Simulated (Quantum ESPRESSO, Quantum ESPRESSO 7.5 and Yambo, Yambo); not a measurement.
# KBr (Fm-3m): G0W0 with Yambo, start to end

How does a plane-wave GW calculation on KBr (Fm-3m) run from the first input to the gap?

Method: PBE and many-body steps on it, plane waves, in Quantum ESPRESSO 7.5 and Yambo 5.3.0.

## 1. The starting structure

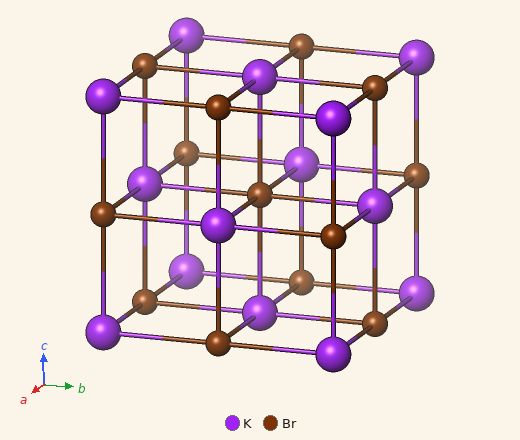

The cell as given, slightly off an axis (potassium purple, bromine brown). This picture shows the conventional cell, with its axes. Some periodic images of atoms are drawn too.

The cell and positions come from the Crystallography Open Database and are kept as given unless a step says otherwise.

## 2. Ground state

This step: Quantum ESPRESSO 7.5; DFT, PBE, plane waves, norm-conserving pseudopotentials.

The ground-state density comes first.

Contents of pw.in:

```
&control
  calculation = 'scf'
  prefix = 'x'
  outdir = 'o'
  pseudo_dir = 'pseudo'
/
&system
  ibrav = 0
  nat = 2
  ntyp = 2
  ecutwfc = 76.0
  nbnd = 18
  force_symmorphic = .true.
/
&electrons
  conv_thr = 1e-10
  electron_maxstep = 80
  mixing_beta = 0.5
/
ATOMIC_SPECIES
  K 39.098 K.upf
  Br 79.904 Br.upf
CELL_PARAMETERS angstrom
  0.0000000000 3.3000000000 3.3000000000
  3.3000000000 0.0000000000 3.3000000000
  3.3000000000 3.3000000000 0.0000000000
ATOMIC_POSITIONS crystal
  K 0.0000000000 0.0000000000 0.0000000000
  Br 0.5000000000 0.5000000000 0.5000000000
K_POINTS automatic
  6 6 6 0 0 0
```

Launch:

```console
OMP_NUM_THREADS=1 mpirun -n 4 pw.x -nk 4 -in pw.in > pw.out
```

The program printed:

```text
Program PWSCF v.7.5 starts

     This program is part of the open-source Quantum ESPRESSO suite
     for quantum simulation of materials; please cite
         "P. Giannozzi et al., J. Phys.:Condens. Matter 21 395502 (2009);
         "P. Giannozzi et al., J. Phys.:Condens. Matter 29 465901 (2017);
         "P. Giannozzi et al., J. Chem. Phys. 152 154105 (2020);
     in publications or presentations arising from this work. More details at
     Message from routine setup:
     using ibrav=0 with symmetry is DISCOURAGED, use correct ibrav instead

     G-vector sticks info

     bravais-lattice index     =            0
     lattice parameter (alat)  =       8.8192  a.u.
     unit-cell volume          =     485.0298 (a.u.)^3
     number of atoms/cell      =            2
     number of atomic types    =            2
     number of electrons       =        26.00
     number of Kohn-Sham states=           18
     kinetic-energy cutoff     =      76.0000  Ry
     charge density cutoff     =     304.0000  Ry
     scf convergence threshold =      1.0E-10
     mixing beta               =       0.5000
     number of iterations used =            8  plain     mixing
     Exchange-correlation= PBE
                           (   1   4   3   4   0   0   0)

     celldm(1)=   8.819172  celldm(2)=   0.000000  celldm(3)=   0.000000
     celldm(4)=   0.000000  celldm(5)=   0.000000  celldm(6)=   0.000000

     crystal axes: (cart. coord. in units of alat)
               a(1) = (   0.000000   0.707107   0.707107 )
               a(2) = (   0.707107   0.000000   0.707107 )
               a(3) = (   0.707107   0.707107   0.000000 )

     reciprocal axes: (cart. coord. in units 2 pi/alat)
               b(1) = ( -0.707107  0.707107  0.707107 )
               b(2) = (  0.707107 -0.707107  0.707107 )
               b(3) = (  0.707107  0.707107 -0.707107 )
     Pseudo is Norm-conserving + core correction, Zval =  9.0
     Generated using ONCVPSP code by D. R. Hamann
     Using radial grid of 2222 points,  6 beta functions with:
     Pseudo is Norm-conserving + core correction, Zval = 17.0
     Generated using ONCVPSP code by D. R. Hamann
     Using radial grid of 1098 points,  6 beta functions with:
     K                 9.00    39.09800     K ( 1.00)
     Br               17.00    79.90400     Br( 1.00)

     48 Sym. Ops., with inversion, found

   Cartesian axes

     site n.     atom                  positions (alat units)
         1        K      tau(   1) = (   0.0000000   0.0000000   0.0000000  )
         2        Br     tau(   2) = (   0.7071068   0.7071068   0.7071068  )

     number of k points=    16
                       cart. coord. in units 2pi/alat
        k(    1) = (   0.0000000   0.0000000   0.0000000), wk =   0.0092593
        k(    2) = (   0.1178511   0.1178511  -0.1178511), wk =   0.0740741
        k(    3) = (   0.2357023   0.2357023  -0.2357023), wk =   0.0740741
        k(    4) = (  -0.3535534  -0.3535534   0.3535534), wk =   0.0370370
        k(    5) = (   0.2357023   0.0000000  -0.0000000), wk =   0.0555556
        k(    6) = (   0.3535534   0.1178511  -0.1178511), wk =   0.2222222
        k(    7) = (  -0.2357023  -0.4714045   0.4714045), wk =   0.2222222
        k(    8) = (  -0.1178511  -0.3535534   0.3535534), wk =   0.2222222
        k(    9) = (   0.0000000  -0.2357023   0.2357023), wk =   0.1111111
        k(   10) = (   0.4714045   0.0000000  -0.0000000), wk =   0.0555556
     [... 4 further rows ...]
        k(   15) = (  -0.1178511  -0.3535534   0.5892557), wk =   0.2222222
        k(   16) = (  -0.7071068   0.2357023   0.0000000), wk =   0.1111111

     Dense  grid:    43599 G-vectors     FFT dimensions: (  50,  50,  50)

     Initial potential from superposition of free atoms

     starting charge      25.9807, renormalised to      26.0000
     Starting wfcs are   14 randomized atomic wfcs +    4 random wfcs

     per-process dynamical memory:    36.7 Mb

     Self-consistent Calculation

     iteration #  1     ecut=    76.00 Ry     beta= 0.50

     Threshold (ethr) on eigenvalues was too large:
     Diagonalizing with lowered threshold

     total energy              =    -331.11329278 Ry
     estimated scf accuracy    <       0.04170648 Ry

     iteration #  2     ecut=    76.00 Ry     beta= 0.50

     total energy              =    -331.12118008 Ry
     estimated scf accuracy    <       0.00243824 Ry

     iteration #  3     ecut=    76.00 Ry     beta= 0.50

     total energy              =    -331.12168411 Ry
     estimated scf accuracy    <       0.00053538 Ry

     iteration #  4     ecut=    76.00 Ry     beta= 0.50

     total energy              =    -331.12177003 Ry
     estimated scf accuracy    <       0.00002068 Ry

     iteration #  5     ecut=    76.00 Ry     beta= 0.50

     total energy              =    -331.12177779 Ry
     estimated scf accuracy    <       0.00000444 Ry

     iteration #  6     ecut=    76.00 Ry     beta= 0.50

     total energy              =    -331.12177894 Ry
     estimated scf accuracy    <       0.00000002 Ry

     iteration #  7     ecut=    76.00 Ry     beta= 0.50

     total energy              =    -331.12177898 Ry
     estimated scf accuracy    <          2.6E-09 Ry

     iteration #  8     ecut=    76.00 Ry     beta= 0.50

     total energy              =    -331.12177898 Ry
     estimated scf accuracy    <          3.7E-10 Ry

     iteration #  9     ecut=    76.00 Ry     beta= 0.50

     total energy              =    -331.12177898 Ry
     estimated scf accuracy    <          1.1E-10 Ry

     iteration # 10     ecut=    76.00 Ry     beta= 0.50

     End of self-consistent calculation

          k = 0.0000 0.0000 0.0000 (  5521 PWs)   bands (ev):

   -56.1051 -56.1051 -56.1030 -56.1030 -56.1030 -25.6928 -10.2110  -9.1698
    -9.1698  -9.1698   2.0853   2.0853   2.0853   6.5214   9.6944   9.6944
     9.6944  10.5130

          k = 0.1179 0.1179-0.1179 (  5444 PWs)   bands (ev):

   -56.1051 -56.1051 -56.1030 -56.1030 -56.1030 -25.6914 -10.2618  -9.1712
    -9.1712  -9.1016   1.7204   1.9968   1.9968   7.1770   9.5543  10.0172
    10.0172  10.8674

          k = 0.2357 0.2357-0.2357 (  5429 PWs)   bands (ev):

   -56.1051 -56.1051 -56.1030 -56.1030 -56.1030 -25.6886 -10.3489  -9.1739
    -9.1739  -8.9790   1.1485   1.8306   1.8306   8.2855   9.8060  10.8789
    10.8789  11.7584

          k =-0.3536-0.3536 0.3536 (  5444 PWs)   bands (ev):

     [... further k-points ...]

     highest occupied, lowest unoccupied level (ev):     2.0853    6.5214

!    total energy              =    -331.12177898 Ry
     estimated scf accuracy    <          3.8E-12 Ry

     The total energy is the sum of the following terms:
     one-electron contribution =    -219.69576738 Ry
     hartree contribution      =     108.73966860 Ry
     xc contribution           =     -57.41504571 Ry
     ewald contribution        =    -162.75063449 Ry

     convergence has been achieved in  10 iterations

     XML data file, charge density, pseudopotentials, collected wavefunctions

=------------------------------------------------------------------------------=
   JOB DONE.
=------------------------------------------------------------------------------=
```

Wall time 9.9 s (4 MPI ranks of Arm Neoverse V1, shared host); peak memory 0.31 GiB.

This step gave:

```yaml
total_energy: -4505.1413 eV
gap: 4.436 eV
k_of_the_valence_top: 0, 0, 0
k_of_the_conduction_bottom: 0, 0, 0
least_direct_gap: 4.436 eV
```

The gap is direct, at Γ.

## 3. Bands along the symmetry lines

Levels along a band path, at the cheap level, show where the edges lie and whether the meshes to come will hold them.

Contents of pw.in:

```
&control
  calculation = 'bands'
  prefix = 'x'
  outdir = 'o'
  pseudo_dir = 'pseudo'
/
&system
  ibrav = 0
  nat = 2
  ntyp = 2
  ecutwfc = 76.0
  nbnd = 19
  force_symmorphic = .true.
/
&electrons
  conv_thr = 1e-9
  electron_maxstep = 80
  diago_full_acc = .true.
  diago_thr_init = 5e-6
/
ATOMIC_SPECIES
  K 39.098 K.upf
  Br 79.904 Br.upf
CELL_PARAMETERS angstrom
  0.0000000000 3.3000000000 3.3000000000
  3.3000000000 0.0000000000 3.3000000000
  3.3000000000 3.3000000000 0.0000000000
ATOMIC_POSITIONS crystal
  K 0.0000000000 0.0000000000 0.0000000000
  Br 0.5000000000 0.5000000000 0.5000000000
K_POINTS crystal
  50
  0.00000000 0.00000000 0.00000000 1
  0.06250000 0.00000000 0.06250000 1
  0.12500000 0.00000000 0.12500000 1
  0.18750000 0.00000000 0.18750000 1
  0.25000000 0.00000000 0.25000000 1
  0.31250000 0.00000000 0.31250000 1
  0.37500000 0.00000000 0.37500000 1
  0.43750000 0.00000000 0.43750000 1
  0.50000000 0.00000000 0.50000000 1
  0.51562500 0.03125000 0.51562500 1
  0.53125000 0.06250000 0.53125000 1
  0.54687500 0.09375000 0.54687500 1
  0.56250000 0.12500000 0.56250000 1
  0.57812500 0.15625000 0.57812500 1
  0.59375000 0.18750000 0.59375000 1
  0.60937500 0.21875000 0.60937500 1
  0.62500000 0.25000000 0.62500000 1
  0.37500000 0.37500000 0.75000000 1
  0.32812500 0.32812500 0.65625000 1
  0.28125000 0.28125000 0.56250000 1
  0.23437500 0.23437500 0.46875000 1
  0.18750000 0.18750000 0.37500000 1
  0.14062500 0.14062500 0.28125000 1
  0.09375000 0.09375000 0.18750000 1
  0.04687500 0.04687500 0.09375000 1
  0.00000000 0.00000000 0.00000000 1
  0.06250000 0.06250000 0.06250000 1
  0.12500000 0.12500000 0.12500000 1
  0.18750000 0.18750000 0.18750000 1
  0.25000000 0.25000000 0.25000000 1
  0.31250000 0.31250000 0.31250000 1
  0.37500000 0.37500000 0.37500000 1
  0.43750000 0.43750000 0.43750000 1
  0.50000000 0.50000000 0.50000000 1
  0.50000000 0.46875000 0.53125000 1
  0.50000000 0.43750000 0.56250000 1
  0.50000000 0.40625000 0.59375000 1
  0.50000000 0.37500000 0.62500000 1
  0.50000000 0.34375000 0.65625000 1
  0.50000000 0.31250000 0.68750000 1
  0.50000000 0.28125000 0.71875000 1
  0.50000000 0.25000000 0.75000000 1
  0.50000000 0.21875000 0.71875000 1
  0.50000000 0.18750000 0.68750000 1
  0.50000000 0.15625000 0.65625000 1
  0.50000000 0.12500000 0.62500000 1
  0.50000000 0.09375000 0.59375000 1
  0.50000000 0.06250000 0.56250000 1
  0.50000000 0.03125000 0.53125000 1
  0.50000000 0.00000000 0.50000000 1
```

The program printed:

```text
[banner, memory and clock lines left out]
Program PWSCF v.7.5 starts

     Atomic positions and unit cell read from directory:
     o/x.save/

     Message from routine setup:
     using ibrav=0 with symmetry is DISCOURAGED, use correct ibrav instead

     G-vector sticks info

     bravais-lattice index     =            0
     lattice parameter (alat)  =       8.8192  a.u.
     unit-cell volume          =     485.0298 (a.u.)^3
     number of atoms/cell      =            2
     number of atomic types    =            2
     number of electrons       =        26.00
     number of Kohn-Sham states=           19
     kinetic-energy cutoff     =      76.0000  Ry
     charge density cutoff     =     304.0000  Ry
     Exchange-correlation= PBE
                           (   1   4   3   4   0   0   0)

     celldm(1)=   8.819172  celldm(2)=   0.000000  celldm(3)=   0.000000
     celldm(4)=   0.000000  celldm(5)=   0.000000  celldm(6)=   0.000000

     crystal axes: (cart. coord. in units of alat)
               a(1) = (   0.000000   0.707107   0.707107 )
               a(2) = (   0.707107   0.000000   0.707107 )
               a(3) = (   0.707107   0.707107   0.000000 )

     reciprocal axes: (cart. coord. in units 2 pi/alat)
               b(1) = ( -0.707107  0.707107  0.707107 )
               b(2) = (  0.707107 -0.707107  0.707107 )
               b(3) = (  0.707107  0.707107 -0.707107 )
     Pseudo is Norm-conserving + core correction, Zval =  9.0
     Generated using ONCVPSP code by D. R. Hamann
     Using radial grid of 2222 points,  6 beta functions with:
     Pseudo is Norm-conserving + core correction, Zval = 17.0
     Generated using ONCVPSP code by D. R. Hamann
     Using radial grid of 1098 points,  6 beta functions with:
     K                 9.00    39.09800     K ( 1.00)
     Br               17.00    79.90400     Br( 1.00)

     48 Sym. Ops., with inversion, found

   Cartesian axes

     site n.     atom                  positions (alat units)
         1        K      tau(   1) = (   0.0000000   0.0000000   0.0000000  )
         2        Br     tau(   2) = (   0.7071068   0.7071068   0.7071068  )

     number of k points=    50
                       cart. coord. in units 2pi/alat
        k(    1) = (   0.0000000   0.0000000   0.0000000), wk =   0.0400000
        k(    2) = (   0.0000000   0.0883883   0.0000000), wk =   0.0400000
        k(    3) = (   0.0000000   0.1767767   0.0000000), wk =   0.0400000
[...]
[... 38 further rows ...]
        k(   49) = (   0.0441942   0.7071068   0.0000000), wk =   0.0400000
        k(   50) = (   0.0000000   0.7071068   0.0000000), wk =   0.0400000

     Dense  grid:    43599 G-vectors     FFT dimensions: (  50,  50,  50)

     The potential is recalculated from file :
     o/x.save/charge-density

     Starting wfcs are   14 randomized atomic wfcs +    5 random wfcs

     Band Structure Calculation

     End of band structure calculation

          k = 0.0000 0.0000 0.0000 (  5521 PWs)   bands (ev):

   -56.1051 -56.1051 -56.1029 -56.1029 -56.1029 -25.6928 -10.2110  -9.1698
    -9.1698  -9.1698   2.0853   2.0853   2.0853   6.5214   9.6944   9.6944
     9.6944  10.5130  10.5130

          k = 0.0000 0.0884 0.0000 (  5433 PWs)   bands (ev):

   -56.1051 -56.1051 -56.1029 -56.1029 -56.1029 -25.6925 -10.2212  -9.1711
[...]
9.7935  10.5420  10.6191

          k = 0.0000 0.1768 0.0000 (  5425 PWs)   bands (ev):

[...]
10.0832  10.6267  10.9182

          k =-0.0000 0.2652 0.0000 (  5413 PWs)   bands (ev):

[...]
k = 0.0000 0.4419-0.0000 (  5437 PWs)   bands (ev):

[...]
k =-0.0000 0.5303 0.0000 (  5446 PWs)   bands (ev):

[...]
k = 0.0000 0.6187-0.0000 (  5430 PWs)   bands (ev):

[...]
k = 0.4640 0.4640-0.0000 (  5404 PWs)   bands (ev):

[...]
k = 0.3315 0.3315-0.0000 (  5416 PWs)   bands (ev):

[...]
k = 0.3094 0.7071-0.0000 (  5428 PWs)   bands (ev):

[...]
k = 0.2210 0.7071-0.0000 (  5428 PWs)   bands (ev):

[...]
k = 0.1768 0.7071-0.0000 (  5418 PWs)   bands (ev):

[...]
k = 0.0442 0.7071 0.0000 (  5432 PWs)   bands (ev):

[...]
11.5282  11.7231  12.8320

          k = 0.0000 0.7071 0.0000 (  5434 PWs)   bands (ev):

   -56.1051 -56.1051 -56.1030 -56.1029 -56.1029 -25.6856 -10.1138  -9.2601
    -9.2057  -9.2057   1.2739   1.8005   1.8005   7.9565   9.2889  11.4404
    11.5903  11.7409  12.7997

     XML data file, pseudopotentials, collected wavefunctions
```

The job ended after 9.9 s (4 MPI ranks; peak memory 0.26 GiB; 39 s of CPU time).

This step gave:

```
gap                        : 4.436 eV
k of the valence top       : 0, 0, 0
k of the conduction bottom : 0, 0, 0
least direct gap           : 4.436 eV
```

The gap is 4.436 eV, as in the run before at this level.

The electronic bands at the labelled points (eV, zero at the top of the highest filled band):

| point | band 10 | band 11 | band 12 | band 13 | band 14 | band 15 | band 16 | band 17 |
| --- | --- | --- | --- | --- | --- | --- | --- | --- |
| Γ | -11.26 | 0.00 | 0.00 | 0.00 | 4.44 | 7.61 | 7.61 | 7.61 |
| X | -11.29 | -0.81 | -0.28 | -0.28 | 5.87 | 7.20 | 9.36 | 9.51 |
| U | -11.18 | -0.69 | -0.64 | -0.33 | 6.60 | 8.16 | 8.46 | 9.16 |
| jump to K | -11.18 | -0.69 | -0.64 | -0.33 | 6.60 | 8.16 | 8.46 | 9.16 |
| Γ | -11.26 | 0.00 | 0.00 | 0.00 | 4.44 | 7.61 | 7.61 | 7.61 |
| L | -11.01 | -1.18 | -0.33 | -0.33 | 6.59 | 8.23 | 9.74 | 9.74 |
| W | -11.16 | -0.59 | -0.59 | -0.54 | 7.39 | 7.39 | 8.26 | 9.00 |
| X | -11.29 | -0.81 | -0.28 | -0.28 | 5.87 | 7.20 | 9.36 | 9.51 |

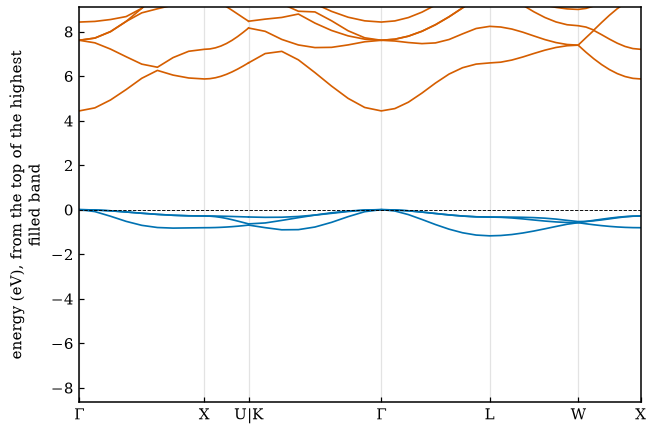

Electronic bands along the path; lines of filled and empty bands in two colours.

(Continued in part 2 of 2.)

[Paths, hosts, dates, memory and timing lines, banners, echoed tables and standing remarks are left out of the program output.]

[Logs are printed without paths, hosts, clocks, repeated set-up lines and the standing remarks that a program may print on its own settings, such as how far it seeks lower states.]

[Runs of the session that timed out or met a known fault of the program may be left out.]

[Hosts, paths, dates, database ids (printed as entryN), source tags and the programs' standing remarks are cut or masked in the printed files.]
